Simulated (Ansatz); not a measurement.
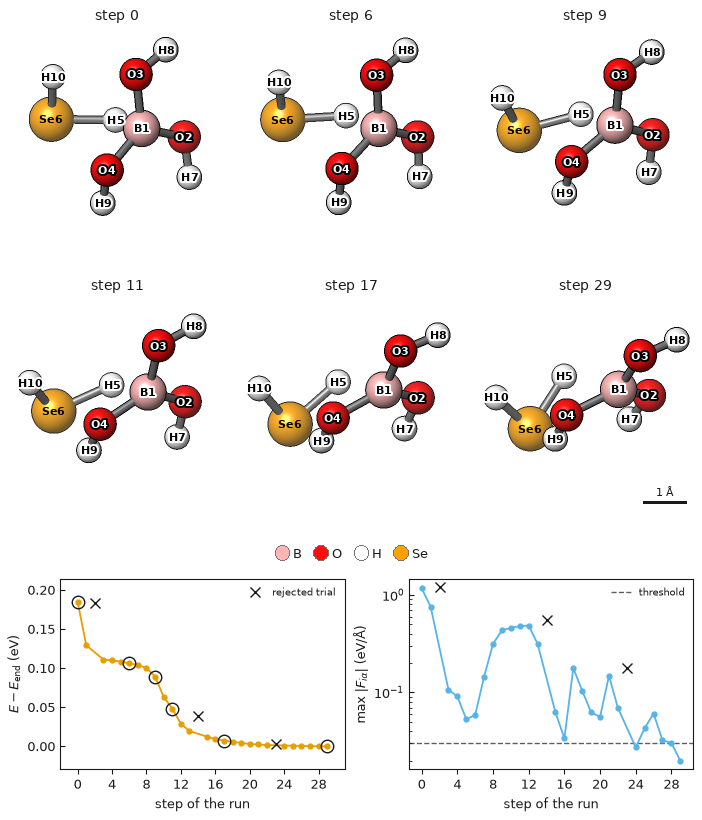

Frames of a relaxation of BH5SeO3, marked on the history of the run. Style: ball-and-stick. Shown from a free direction.

The run prepares an end point of a later path (reaction) calculation, from a guessed geometry.

Theory: Ansatz, RKS PBE/def2-SVP.

The input:
```yaml
crystal:
  periodic: [false, false, false]
  atoms:
    - { symbol: B, position_ang: [-0.029588, -0.644984, 0.595612] }
    - { symbol: O, position_ang: [0.854371, -1.06208, -0.474169] }
    - { symbol: O, position_ang: [0.547217, -0.060626, 1.690642] }
    - { symbol: O, position_ang: [-1.388998, -0.801261, 0.602278] }
    - { symbol: H, position_ang: [0.530183, 0.962727, -1.448416] }
    - { symbol: Se, position_ang: [-0.474909, 2.069235, -1.310383] }
    - { symbol: H, position_ang: [0.382877, -1.583738, -1.146825] }
    - { symbol: H, position_ang: [1.518252, -0.106211, 1.631204] }
    - { symbol: H, position_ang: [-1.779203, -0.915211, -0.279637] }
    - { symbol: H, position_ang: [-0.160302, 2.14205, 0.139693] }
basis:
  gaussian: { orbitals: def2-SVP }
hamiltonian:
  xc: pbe
relax:
  f_tol: 0.03
  max_steps: 50
```

Command:
```bash
ansatz run input.yaml --threads 2 --pin off --max-ram 3072MiB --backend cpu --events-out ev --progress --plain --runs-dir out
```

**Describe the path.**

H10 moves most after the best rigid fit: 1.42 Å. By element the largest moves are H 1.42 Å, O 1.19 Å, Se 1.05 Å, B 0.42 Å. Some distances before and after: B1–O2 1.449 → 1.386 Å, H5–Se6 1.501 → 1.485 Å, B1–O4 1.368 → 1.380 Å. Bond angles that change, for instance: B1–O4–H9 114.1° → 111.2°. Groups turn about B1–O4 by about 25°. After 26 accepted moves (29 points after the start) the energy has fallen by 0.185 eV. Largest force component: 1.2 eV/Å at the start, 0.02 eV/Å at the end. The line search rejected the trial steps at points 2, 14, 23 of the run. The forces were under the threshold at step 24, but the run went on from there. Cost: 65 s on 2 threads of Arm Neoverse V1, on a shared host, peak memory 0.15 GiB. From step 0 to 6: H10 moves most (0.27 Å), energy −0.079 eV. From step 6 to 9: H10 moves most (0.44 Å), energy −0.017 eV. From step 9 to 11: H9 moves most (0.39 Å), energy −0.041 eV. From step 11 to 17: H8 moves most (0.37 Å), energy −0.041 eV. From step 17 to 29: H5 moves most (0.43 Å), energy −0.007 eV.

```tsv
step	E − E(0), eV	largest force component, eV/Å	note
0	0.0000	1.1698	
1	-0.0555	0.7576	
2	-0.0015	1.1975	rejected
3	-0.0739	0.1064	
4	-0.0749	0.0909	
5	-0.0764	0.0529	
6	-0.0787	0.0589	
7	-0.0806	0.1455	
8	-0.0847	0.3160	
9	-0.0955	0.4350	
10	-0.1216	0.4601	
11	-0.1365	0.4794	
12	-0.1559	0.4862	
13	-0.1652	0.3140	
14	-0.1461	0.5490	rejected
15	-0.1723	0.0623	
16	-0.1755	0.0337	
17	-0.1774	0.1776	
18	-0.1792	0.1040	
19	-0.1803	0.0623	
20	-0.1819	0.0562	
21	-0.1824	0.1483	
22	-0.1832	0.0694	
23	-0.1814	0.1783	rejected
24	-0.1837	0.0273	
25	-0.1840	0.0429	
26	-0.1843	0.0607	
27	-0.1846	0.0323	
28	-0.1847	0.0302	
29	-0.1848	0.0199
```

Limits of the set-up: the start holds two separate molecules, 2.3 Å apart at their closest, whose relative position is a soft coordinate and is computed without a dispersion correction.
